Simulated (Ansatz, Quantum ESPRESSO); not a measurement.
# The work function of Ba(110), 5 layers, level by level, part 3 of 6

How much energy does it take to lift an electron out of Ba(110), 5 layers, and how far do the settings matter?

Quantum ESPRESSO 7.5; plane-wave DFT, PBE, GBRV ultrasoft pseudopotentials; cross-check by Ansatz 0.2.0 with PAW datasets.

So far. Step 6 (Valence density): The density integrates to 50.000 electrons, as the 50 of the input ask. Step 7 (Projected density of states): The atomic orbitals miss 0.0 % of the occupied states; for empty states the projections can miss much more.

## Step 8: SCF with pw.x: open boundaries by the effective screening medium

The effective screening medium with bc1 puts vacuum on both sides and removes the images along the normal. The slab must sit about z = 0, symmetry is kept, and the .esm1 file holds the planar potential.

Input file esm.in:

```
&control
  prefix = 'esm'
  outdir = './out'
  pseudo_dir = './pseudo'
  calculation = 'scf'
  tprnfor = .true.
/
&system
  ibrav = 0
  nat = 5
  ntyp = 1
  ecutwfc = 40
  ecutrho = 200
  occupations = 'smearing'
  smearing = 'mv'
  degauss = 0.02
  assume_isolated = 'esm'
  esm_bc = 'bc1'
/
&electrons
  conv_thr = 1e-07
  mixing_beta = 0.4
  electron_maxstep = 120
  mixing_mode = 'local-TF'
/
ATOMIC_SPECIES
  Ba  137.3270  ba_pbe_v1.uspp.F.UPF
CELL_PARAMETERS angstrom
  3.54967604155647 -2.51000000000000 0.00000000000000
  3.54967604155647 2.51000000000000 0.00000000000000
  0.00000000000000 0.00000000000000 30.19870416622587
ATOMIC_POSITIONS crystal
  Ba  0.000000000000 0.000000000000 -0.234495862300
  Ba  0.500000000000 0.500000000000 -0.118212704500
  Ba  0.000000000000 0.000000000000 0.000000000000
  Ba  0.500000000000 0.500000000000 0.118212704500
  Ba  0.000000000000 0.000000000000 0.234495862300
K_POINTS automatic
  8 8 1 0 0 0
```

Run with:

```sh
> OMP_NUM_THREADS=1 mpirun -n 4 pw.x -nk 4 -in esm.in > esm.out
```

The program printed:

```text
[banner, memory and clock lines left out]
Program PWSCF v.7.5 starts
[citation notice left out]

[...]
Message from routine setup:
[...]
bravais-lattice index     =            0
     lattice parameter (alat)  =       8.2155  a.u.
     unit-cell volume          =    3631.4272 (a.u.)^3
     number of atoms/cell      =            5
     number of atomic types    =            1
     number of electrons       =        50.00
     number of Kohn-Sham states=           30
     kinetic-energy cutoff     =      40.0000  Ry
     charge density cutoff     =     200.0000  Ry
     scf convergence threshold =      1.0E-07
     mixing beta               =       0.4000
     number of iterations used =            8  local-TF  mixing
     Exchange-correlation= SLA  PW   PBE  PBE
                           (   1   4   3   4   0   0   0)

     Effective Screening Medium Method
     Boundary Conditions: Vacuum-Slab-Vacuum
     total charge in unit cell        =   0.0000
     grid points for fit at edges     =        4

[...]
PseudoPot. # 1 for Ba read from file:
     ./pseudo/ba_pbe_v1.uspp.F.UPF
     Pseudo is Ultrasoft + core correction, Zval = 10.0
     Generated by new atomic code, or converted to UPF format
     Using radial grid of  907 points,  7 beta functions with:
                l(1) =   0
                l(2) =   0
                l(3) =   1
                l(4) =   1
                l(5) =   2
                l(6) =   2
                l(7) =   3
     Q(r) pseudized with  6 coefficients,  rinner =    1.700   1.700   1.700
                                                       1.700   1.700   1.700
                                                       1.700

     atomic species   valence    mass     pseudopotential
     Ba               10.00   137.32700     Ba( 1.00)

      8 Sym. Ops., with inversion, found

[...]
number of k points=    21  Marzari-Vanderbilt smearing, width (Ry)=  0.0200
[...]
Dense  grid:   173715 G-vectors     FFT dimensions: (  40,  40, 270)

     Smooth grid:   124133 G-vectors     FFT dimensions: (  36,  36, 240)

     Check: negative core charge=   -0.000001

     Initial potential from superposition of free atoms

     starting charge      49.9250, renormalised to      50.0000

     negative rho (up, down):  4.724E-01 0.000E+00
     Starting wfcs are   65 randomized atomic wfcs

     per-process dynamical memory:   158.3 Mb

     Self-consistent Calculation

     iteration #  1     ecut=    40.00 Ry     beta= 0.40
     Davidson diagonalization with overlap
     ethr =  1.00E-02,  avg # of iterations =  1.0

     negative rho (up, down):  4.612E-01 0.000E+00

     total energy              =    -351.33498810 Ry
     estimated scf accuracy    <       0.77484709 Ry

     iteration #  2     ecut=    40.00 Ry     beta= 0.40
[...]
negative rho (up, down):  4.177E-01 0.000E+00

[...]
total energy              =    -351.26337035 Ry
     estimated scf accuracy    <       0.57546316 Ry

     iteration #  3     ecut=    40.00 Ry     beta= 0.40
[...]
negative rho (up, down):  4.254E-01 0.000E+00

[...]
total energy              =    -351.25924756 Ry
     estimated scf accuracy    <       0.10691488 Ry

     iteration #  4     ecut=    40.00 Ry     beta= 0.40
[...]
c_bands:  3 eigenvalues not converged
     c_bands:  4 eigenvalues not converged
     c_bands:  2 eigenvalues not converged
     c_bands:  3 eigenvalues not converged
[...]
negative rho (up, down):  4.541E-01 0.000E+00

[...]
total energy              =    -351.24205018 Ry
     estimated scf accuracy    <       1.37844215 Ry

     iteration #  5     ecut=    40.00 Ry     beta= 0.40
[...]
negative rho (up, down):  4.579E-01 0.000E+00

[...]
total energy              =    -351.34461820 Ry
     estimated scf accuracy    <       0.07541664 Ry

     iteration #  6     ecut=    40.00 Ry     beta= 0.40
[...]
negative rho (up, down):  4.467E-01 0.000E+00

[...]
total energy              =    -351.34446103 Ry
     estimated scf accuracy    <       0.10218108 Ry

[...]
iteration # 42     ecut=    40.00 Ry     beta= 0.40
[...]
c_bands:  2 eigenvalues not converged
[...]
negative rho (up, down):  4.410E-01 0.000E+00

[...]
total energy              =    -351.34088328 Ry
     estimated scf accuracy    <       0.00000020 Ry

     iteration # 43     ecut=    40.00 Ry     beta= 0.40
[...]
c_bands:  1 eigenvalues not converged
     c_bands:  1 eigenvalues not converged
[...]
negative rho (up, down):  4.411E-01 0.000E+00

[...]
total energy              =    -351.34088407 Ry
     estimated scf accuracy    <       0.00000034 Ry

     iteration # 44     ecut=    40.00 Ry     beta= 0.40
[...]
negative rho (up, down):  4.411E-01 0.000E+00

[...]
total energy              =    -351.34089078 Ry
     estimated scf accuracy    <       0.00000027 Ry

     iteration # 45     ecut=    40.00 Ry     beta= 0.40
[...]
negative rho (up, down):  4.411E-01 0.000E+00

[...]
End of self-consistent calculation

          k = 0.0000 0.0000 0.0000 ( 15567 PWs)   bands (ev):

   -31.6621 -31.6621 -31.3005 -31.2361 -31.2329 -16.9395 -16.9370 -16.6541
   -16.6540 -16.6109 -16.5986 -16.5986 -16.4141 -16.3649 -16.2952 -16.2781
   -16.2679 -16.2500 -16.2083 -16.2083  -5.0428  -4.7393  -4.2680  -3.7434
    -3.3937  -1.9919  -1.9867  -1.7019  -1.6233  -1.3764

          k = 0.0765 0.1083 0.0000 ( 15556 PWs)   bands (ev):

   -31.6590 -31.6590 -31.2969 -31.2331 -31.2303 -16.9309 -16.9295 -16.6930
   -16.6902 -16.6176 -16.6170 -16.5960 -16.4389 -16.3639 -16.3263 -16.2976
   -16.2782 -16.2752 -16.2286 -16.2264  -4.8310  -4.5367  -4.0743  -3.5476
    -3.1829  -1.9546  -1.9531  -1.7098  -1.6567  -1.4796

[...]
the Fermi energy is    -2.4075 ev

!    total energy              =    -351.34088763 Ry
     estimated scf accuracy    <       0.00000008 Ry
     smearing contrib. (-TS)   =       0.00274338 Ry
     internal energy E=F+TS    =    -351.34363101 Ry

     The total energy is F=E-TS. E is the sum of the following terms:
     one-electron contribution =    5370.16008033 Ry
     hartree contribution      =   -2689.84721114 Ry
     xc contribution           =    -137.95216997 Ry
     ewald contribution        =   -2893.70433022 Ry

     convergence has been achieved in  45 iterations

     negative rho (up, down):  4.411E-01 0.000E+00

     Forces acting on atoms (cartesian axes, Ry/au):

     atom    1 type  1   force =     0.00000000    0.00000000    0.00110431
     atom    2 type  1   force =     0.00000000    0.00000000   -0.00086958
     atom    3 type  1   force =     0.00000000    0.00000000    0.00000000
     atom    4 type  1   force =     0.00000000    0.00000000    0.00086958
     atom    5 type  1   force =     0.00000000    0.00000000   -0.00110431

     Total force =     0.001988     Total SCF correction =     0.000515
     SCF correction compared to forces is large: reduce conv_thr to get better values

[...]
```

Run time: 10 min. Hardware: 4 MPI ranks of Arm Neoverse N1, shared host; peak memory 1.7 GiB; 41 min of CPU time.

This step gave:

- free energy: -4780.2363 eV
- Fermi energy: -2.408 eV
- vacuum line at the lower end of the cell, over the Fermi level: 2.407 eV
- vacuum line at the upper end of the cell, over the Fermi level: 2.407 eV

The potential energy, planar mean oscillates, so the rows of the table below give means over windows of 3.58 Å about each position, cut where the curve ends. Its maxima inside the range that stand out by 2 % of the span (Å: eV): -5.4: 1.41, -1.8: 1.48, 1.8: 1.48, 5.4: 1.41. Its minima: -7.2: -6.17, -3.6: -6.00, 0.0: -6.04, 3.6: -6.00, 7.2: -6.17.

Electrostatic potential energy of an electron; zero at the Fermi level. Table of potential energy, planar mean by z; means over each step:

| z (Å) | potential energy, planar mean (eV) |
| --- | --- |
| -13.31 | 2.41 |
| -9.73 | 1.53 |
| -6.15 | -2.27 |
| -2.57 | -2.10 |
| 1.01 | -2.12 |
| 4.59 | -2.17 |
| 8.17 | -1.73 |
| 11.75 | 2.38 |

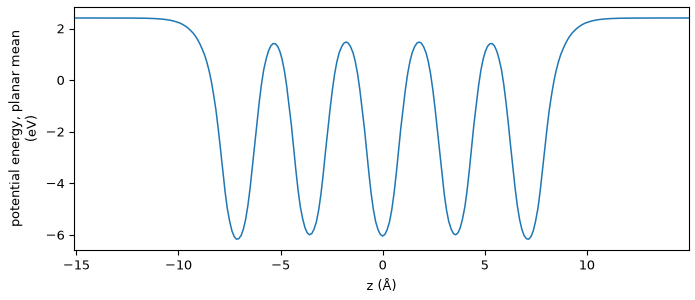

Potential energy, planar mean, plotted against z.

The vacuum levels are read from the outermost 0.7 Å of the cell on either side.

The run needed 45 iterations to bring the estimated error under 1e-07 Ry; the largest force on any atom, held or free, is 0.03 eV/Å.

The upper level is 2.407 eV against 2.407 eV from the periodic run.

## Step 9: Ground state: PBEsol, GBRV ultrasoft

The geometry stays; functional or pseudopotentials change.

Level of this step: plane-wave DFT, PBEsol, GBRV ultrasoft pseudopotentials (Quantum ESPRESSO 7.5).

Input file gbrv-pbesol.in:

```
&control
  prefix = 'gbrv-pbesol'
  outdir = './out'
  pseudo_dir = './pseudo'
  calculation = 'scf'
  tprnfor = .true.
/
&system
  ibrav = 0
  nat = 5
  ntyp = 1
  ecutwfc = 40
  ecutrho = 200
  occupations = 'smearing'
  smearing = 'mv'
  degauss = 0.02
/
&electrons
  conv_thr = 1e-07
  mixing_beta = 0.4
  electron_maxstep = 120
  mixing_mode = 'local-TF'
/
ATOMIC_SPECIES
  Ba  137.3270  ba_pbesol_v1.uspp.F.UPF
CELL_PARAMETERS angstrom
  3.54967604155647 -2.51000000000000 0.00000000000000
  3.54967604155647 2.51000000000000 0.00000000000000
  0.00000000000000 0.00000000000000 30.19870416622587
ATOMIC_POSITIONS crystal
  Ba  0.000000000000 0.000000000000 0.265504137700
  Ba  0.500000000000 0.500000000000 0.381787295500
  Ba  0.000000000000 0.000000000000 0.500000000000
  Ba  0.500000000000 0.500000000000 0.618212704500
  Ba  0.000000000000 0.000000000000 0.734495862300
K_POINTS automatic
  8 8 1 0 0 0
```

Run with:

```sh
> OMP_NUM_THREADS=1 mpirun -n 4 pw.x -nk 4 -in gbrv-pbesol.in > gbrv-pbesol.out
```

The program printed:

```text
[banner, memory and clock lines left out]
Program PWSCF v.7.5 starts
[citation notice left out]

[...]
Message from routine setup:
[...]
bravais-lattice index     =            0
     lattice parameter (alat)  =       8.2155  a.u.
     unit-cell volume          =    3631.4272 (a.u.)^3
     number of atoms/cell      =            5
     number of atomic types    =            1
     number of electrons       =        50.00
     number of Kohn-Sham states=           30
     kinetic-energy cutoff     =      40.0000  Ry
     charge density cutoff     =     200.0000  Ry
     scf convergence threshold =      1.0E-07
     mixing beta               =       0.4000
     number of iterations used =            8  local-TF  mixing
     Exchange-correlation= SLA  PW   PSX  PSC
                           (   1   4  10   8   0   0   0)

[...]
PseudoPot. # 1 for Ba read from file:
     ./pseudo/ba_pbesol_v1.uspp.F.UPF
     Pseudo is Ultrasoft + core correction, Zval = 10.0
     Generated by new atomic code, or converted to UPF format
     Using radial grid of  907 points,  7 beta functions with:
                l(1) =   0
                l(2) =   0
                l(3) =   1
                l(4) =   1
                l(5) =   2
                l(6) =   2
                l(7) =   3
     Q(r) pseudized with  6 coefficients,  rinner =    1.700   1.700   1.700
                                                       1.700   1.700   1.700
                                                       1.700

     atomic species   valence    mass     pseudopotential
     Ba               10.00   137.32700     Ba( 1.00)

      8 Sym. Ops., with inversion, found

[...]
number of k points=    21  Marzari-Vanderbilt smearing, width (Ry)=  0.0200
[...]
Dense  grid:   173715 G-vectors     FFT dimensions: (  40,  40, 270)

     Smooth grid:   124133 G-vectors     FFT dimensions: (  36,  36, 240)

     Check: negative core charge=   -0.000001

     Initial potential from superposition of free atoms

     starting charge      49.9309, renormalised to      50.0000

     negative rho (up, down):  4.805E-01 0.000E+00
     Starting wfcs are   65 randomized atomic wfcs

     per-process dynamical memory:   158.2 Mb

     Self-consistent Calculation

     iteration #  1     ecut=    40.00 Ry     beta= 0.40
     Davidson diagonalization with overlap
     ethr =  1.00E-02,  avg # of iterations =  1.7

     negative rho (up, down):  4.685E-01 0.000E+00

     total energy              =    -350.83304043 Ry
     estimated scf accuracy    <       0.78345500 Ry

     iteration #  2     ecut=    40.00 Ry     beta= 0.40
[...]
negative rho (up, down):  4.247E-01 0.000E+00

[...]
total energy              =    -350.74989821 Ry
     estimated scf accuracy    <       0.56992913 Ry

     iteration #  3     ecut=    40.00 Ry     beta= 0.40
[...]
negative rho (up, down):  4.535E-01 0.000E+00

[...]
total energy              =    -350.79199850 Ry
     estimated scf accuracy    <       0.11643381 Ry

     iteration #  4     ecut=    40.00 Ry     beta= 0.40
[...]
negative rho (up, down):  4.529E-01 0.000E+00

[...]
total energy              =    -350.80402482 Ry
     estimated scf accuracy    <       0.07311184 Ry

     iteration #  5     ecut=    40.00 Ry     beta= 0.40
[...]
negative rho (up, down):  4.527E-01 0.000E+00

[...]
total energy              =    -350.79498042 Ry
     estimated scf accuracy    <       0.06178610 Ry

     iteration #  6     ecut=    40.00 Ry     beta= 0.40
[...]
negative rho (up, down):  4.472E-01 0.000E+00

[...]
total energy              =    -350.79696246 Ry
     estimated scf accuracy    <       0.01325383 Ry

[...]
iteration # 16     ecut=    40.00 Ry     beta= 0.40
[...]
negative rho (up, down):  4.494E-01 0.000E+00

[...]
total energy              =    -350.79669409 Ry
     estimated scf accuracy    <       0.00000225 Ry

     iteration # 17     ecut=    40.00 Ry     beta= 0.40
[...]
negative rho (up, down):  4.494E-01 0.000E+00

[...]
total energy              =    -350.79669395 Ry
     estimated scf accuracy    <       0.00000165 Ry

     iteration # 18     ecut=    40.00 Ry     beta= 0.40
[...]
negative rho (up, down):  4.493E-01 0.000E+00

[...]
total energy              =    -350.79669414 Ry
     estimated scf accuracy    <       0.00000028 Ry

     iteration # 19     ecut=    40.00 Ry     beta= 0.40
[...]
negative rho (up, down):  4.493E-01 0.000E+00

[...]
End of self-consistent calculation

          k = 0.0000 0.0000 0.0000 ( 15567 PWs)   bands (ev):

   -26.7731 -26.7731 -26.4027 -26.3392 -26.3359 -12.0281 -12.0256 -11.7413
   -11.7412 -11.6928 -11.6837 -11.6837 -11.4947 -11.4438 -11.3737 -11.3570
   -11.3448 -11.3282 -11.2862 -11.2862  -0.1805   0.1249   0.5984   1.1228
     1.4732   2.9030   2.9101   3.1640   3.2412   3.4864

          k = 0.0765 0.1083 0.0000 ( 15556 PWs)   bands (ev):

   -26.7701 -26.7701 -26.3992 -26.3361 -26.3333 -12.0195 -12.0181 -11.7801
   -11.7775 -11.7030 -11.7026 -11.6780 -11.5193 -11.4433 -11.4056 -11.3754
   -11.3567 -11.3532 -11.3068 -11.3045   0.0321   0.3282   0.7928   1.3195
     1.6851   2.9372   2.9385   3.1582   3.2125   3.3962

[...]
the Fermi energy is     2.4753 ev

!    total energy              =    -350.79669414 Ry
     estimated scf accuracy    <       0.00000002 Ry
     smearing contrib. (-TS)   =       0.00264684 Ry
     internal energy E=F+TS    =    -350.79934098 Ry

     The total energy is F=E-TS. E is the sum of the following terms:
     one-electron contribution =    -898.31889474 Ry
     hartree contribution      =     453.48148745 Ry
     xc contribution           =    -137.25957016 Ry
     ewald contribution        =     231.29763647 Ry

     convergence has been achieved in  19 iterations

     negative rho (up, down):  4.493E-01 0.000E+00

     Forces acting on atoms (cartesian axes, Ry/au):

     atom    1 type  1   force =     0.00000000    0.00000000    0.00409104
     atom    2 type  1   force =     0.00000000    0.00000000   -0.00090462
     atom    3 type  1   force =     0.00000000    0.00000000    0.00000000
     atom    4 type  1   force =     0.00000000    0.00000000    0.00090462
     atom    5 type  1   force =     0.00000000    0.00000000   -0.00409104

     Total force =     0.005925     Total SCF correction =     0.000475

[...]
```

Run time: 3.8 min. Hardware: 4 MPI ranks; peak memory 1.7 GiB; 15 min of CPU time.

Numbers from this step:

```
free energy  : -4772.8322 eV
Fermi energy : 2.475 eV
```

## Step 10: Potential by pp.x

Input file gbrv-pbesol.pot.in:

```
&inputpp
  prefix = 'gbrv-pbesol'
  outdir = './out'
  filplot = 'gbrv-pbesol.pot.dat'
  plot_num = 11
/
```

Run with:

```sh
> OMP_NUM_THREADS=1 mpirun -n 4 pp.x -in gbrv-pbesol.pot.in > gbrv-pbesol.pot.out
```

Wall time 1.7 s (4 MPI ranks); peak memory 0.27 GiB.

This step gave:

| Item | Value |
| --- | --- |
| work function of the upper face | 2.445 eV |
| slope of the potential above | 0.005105 eV/Å |
| upper vacuum line continued to the top atoms, over the Fermi level | 2.418 eV |
| work function of the lower face | 2.445 eV |
| slope of the potential below | -0.003344 eV/Å |
| lower vacuum line continued to the bottom atoms, over the Fermi level | 2.427 eV |

The upper face goes from 2.407 eV (PBE, GBRV) to 2.445 eV, a change of +0.038 eV.

[end of part 3 of 6]

[Logs are printed without paths, hosts, clocks, repeated set-up lines and the standing remarks that a program may print on its own settings, such as how far it seeks lower states.]

[Hosts, paths, dates, database ids (printed as entryN), source tags and the programs' standing remarks are cut or masked in the printed files.]

[Maps of the electrostatic potential energy from Ansatz leave out the sawtooth potential of an applied field or a dipole correction, so their vacuum need not be flat; planar profiles and work functions include it.]
